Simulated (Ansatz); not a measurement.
**CH6Si (methylsilane): the energy, rung by rung**

The species is CH6Si (8 atoms), meant as a singlet with charge 0. As SMILES, `C[SiH3]`. Geometry: relaxed at PBE0-D4/def2-TZVP.

```
atom    x (Å)    y (Å)    z (Å)
   C  -0.1815   0.2397  -0.9403
  Si   0.1624  -0.2145   0.8415
   H  -1.2405   0.1125  -1.1756
   H   0.3955  -0.3914  -1.6198
   H   0.0866   1.2807  -1.1339
   H  -0.6250   0.6462   1.7654
   H   1.6056  -0.0400   1.1599
   H  -0.2031  -1.6332   1.1028
```

Quantity: the energy change with the C1–H5 bond stretched from 1.092 to 1.638 Å, in eV. The values are calculated.

```json
{"level": "SVWN5/STO-3G (restricted)", "kind": "LDA", "program": "Ansatz", "value (eV)": "2.63", "less FCI/STO-3G": "+0.18", "CPU time (all runs)": "1.5 s"}
{"level": "PBE/STO-3G (restricted)", "kind": "GGA", "program": "Ansatz", "value (eV)": "2.52", "less FCI/STO-3G": "+0.07", "CPU time (all runs)": "2.3 s"}
{"level": "revPBE/STO-3G (restricted)", "kind": "GGA", "program": "Ansatz", "value (eV)": "2.47", "less FCI/STO-3G": "+0.02", "CPU time (all runs)": "2.3 s"}
{"level": "B3LYP/STO-3G (restricted)", "kind": "global hybrid", "program": "Ansatz", "value (eV)": "2.67", "less FCI/STO-3G": "+0.22", "CPU time (all runs)": "2.4 s"}
{"level": "PBE0/STO-3G (restricted)", "kind": "global hybrid", "program": "Ansatz", "value (eV)": "2.81", "less FCI/STO-3G": "+0.36", "CPU time (all runs)": "2.3 s"}
{"level": "wB97X/STO-3G (restricted)", "kind": "range-separated hybrid", "program": "Ansatz", "value (eV)": "2.88", "less FCI/STO-3G": "+0.43", "CPU time (all runs)": "11 s"}
{"level": "MP2/STO-3G (restricted)", "kind": "perturbation theory", "program": "Ansatz", "value (eV)": "2.80", "less FCI/STO-3G": "+0.35", "CPU time (all runs)": "0.19 s"}
{"level": "FCI/STO-3G", "kind": "exact in the basis", "program": "Ansatz", "value (eV)": "2.45", "less FCI/STO-3G": "0.00", "CPU time (all runs)": "1.7 min"}
```

FCI/STO-3G is exact within its basis and frozen core, so for wave-function methods in that basis the difference is their error; functionals converge differently with the basis, so for them it is only a difference. The first shape isn't each level's own minimum. The values span 2.45 to 2.88 eV. All rows use very small basis sets, so none should be taken for the real molecule's value. CPU times are rough (shared hosts, several kinds of processor and program).

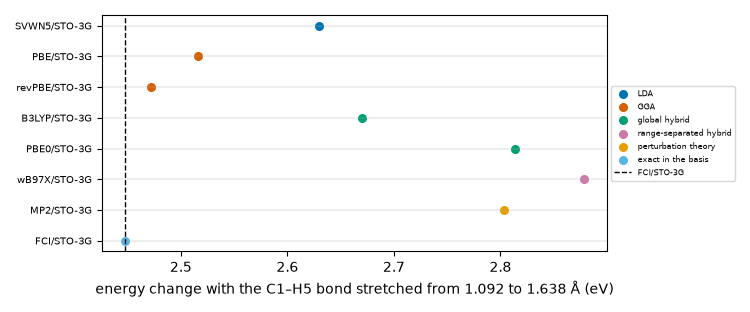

The values of the table, level by level.
